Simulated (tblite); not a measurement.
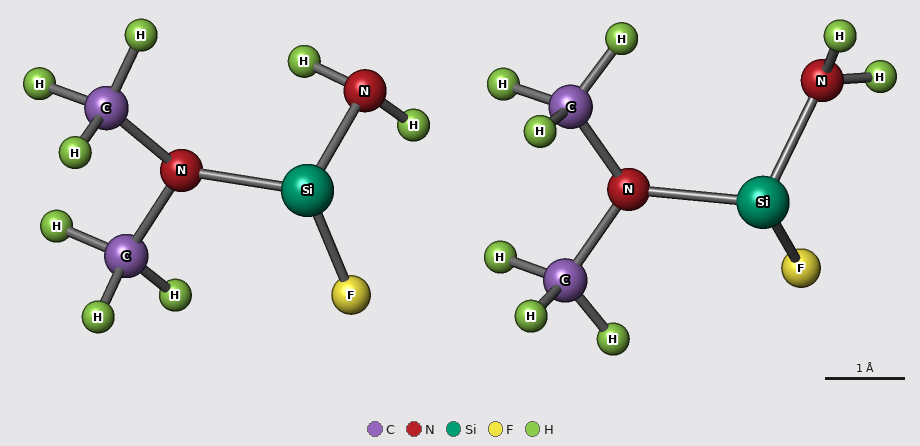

Two geometries of C₂H₈FN₂Si (multiplicity 2), drawn at one scale. One is the start of a relaxation, the other its converged end. A ball-and-stick model, seen at a tilt.

All numbers below come from GFN2-xTB geometry optimisation, gas phase (tblite 0.8.0). 

Which geometry has the lower energy?

Answer. The right one is the relaxed one. The energy falls by 64.6 kJ/mol in 129 geometry steps. The atom that moves furthest after the best rigid fit is an H atom (1.81 Å). Largest moves by element: H 1.81 Å, F 1.14 Å, Si 0.52 Å, C 0.46 Å, N 0.33 Å. Some distances before and after: N–Si 1.689 → 1.729 Å, F–Si 1.609 → 1.634 Å, C–N 1.457 → 1.439 Å, H–N 1.019 → 1.005 Å. Among the angles between lasting bonds that change: Si–N–H 102.7° → 120.1°, N–Si–N 96.5° → 108.9°, Si–N–H 106.4° → 116.5°. Groups turn about N–Si by about 40°.
